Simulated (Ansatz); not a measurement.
Partial pair distribution functions of a relaxed model of amorphous B32N36Si3, broadened by 0.06 Å; density 2.05 g/cm³. Calculation: PBE, scalar-relativistic without spin-orbit coupling (plane waves to 420 eV, PAW; Ansatz, a program for electronic structure).

A CHGNet melt-quench gave the starting glass, which DFT then relaxed. N atoms were pushed apart under 1.9 Å during the dynamics, to hinder bonds among them. The hot cell started wider than the set density and was brought back towards it in steps. It is the lowest in DFT energy of 2 quenches. It is a model cell: composition and starting density were chosen by hand, and all elements were melted together. No dispersion term was used. Its density started from a set value of 2.05 and ended at 2.05 g/cm³. The quench (nominally 580 K/ps over its main leg) was far faster than any real one, so the model tends to hold more defects than a real film. One small periodic cell is one sample of the glass; other quenches scatter about these values. The volume was held where the preparation left it, at a PBE pressure of 0.1 GPa. Stress components on the final sampling reach 3.3 GPa.

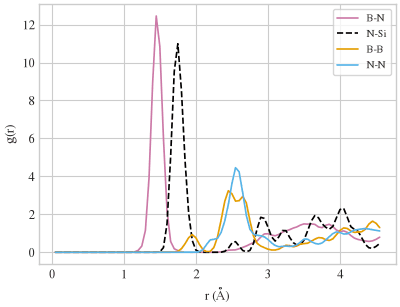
Fig. 1. Partial pair distribution functions

Highest peaks under 4.5 Å: B-N near 1.45 Å, N-Si near 1.75 Å, B-B near 2.45 Å, N-N near 2.55 Å; pairs of few atoms are noisy.

Within 1.82 Å each B has 3.00 N neighbours on average.
